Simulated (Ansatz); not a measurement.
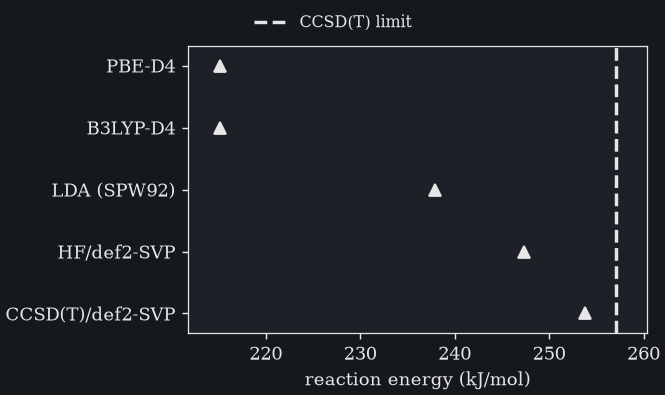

Electronic reaction energy of SnBr₄ ([Br][Sn]([Br])([Br])[Br]) → Br₂ (BrBr) + SnBr₂ ([Br][Sn][Br]) [singlet] (SMILES in brackets) at several levels (functionals in def2-TZVPP unless a basis is named), isolated molecules at PBE0-D4 triple-zeta geometries, minima by their frequencies, no zero-point or thermal terms, the Ansatz code 0.2.0. The line is frozen-core CCSD(T) at the basis limit (MP2 extrapolated from triple and quadruple zeta, plus CCSD(T) less MP2 in a smaller set). The distance of HF/def2-SVP and CCSD(T)/def2-SVP to the limit includes basis error. Core potentials past Kr. The limit lies 9.0 kJ/mol from CCSD(T)/def2-TZVPP, so the line itself is uncertain by a part of that.

Q: What range do the values span, the line included?

A: From 215.1 kJ/mol (PBE-D4) to 257.1 kJ/mol (CCSD(T) limit).

Q: Give the values.

A:
```
           level  kJ/mol  less CCSD(T) limit
          PBE-D4   215.1               −41.9
        B3LYP-D4   215.1               −41.9
     LDA (SPW92)   237.9               −19.1
     HF/def2-SVP   247.3                −9.7
CCSD(T)/def2-SVP   253.8                −3.2
   CCSD(T) limit   257.1                 0.0
```

Known limits of this run: no scalar relativity up to krypton; outer-core shells are correlated without core-valence functions, which makes the correlated values less sure; spin-orbit coupling is left out, and with Sn it can shift these values.
